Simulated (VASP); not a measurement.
Band structure of CsPbBr$_{3}$ (cubic perovskite). Calculation: optB88-vdW, VASP's PBE PAW potentials (set 64) (plane waves; VASP 6.6.1).

Unless said otherwise, spin-orbit coupling is left out, though it shifts the bands of the heavy elements here.

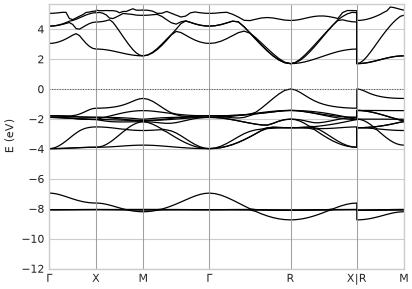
*Bands along high-symmetry lines, zero at the valence-band maximum or, without a gap, the Fermi level*

Problem. Read the plot: is there a gap, and where are the band edges?

Solution. The gap is direct, 1.69 eV, from the valence maximum at R to the conduction minimum at R. (Edges off the drawn lines would not show.)

The compound is CsPbBr3 in the cubic perovskite structure, the ideal cubic form; the compound distorts at low or room temperature. It was relaxed first.
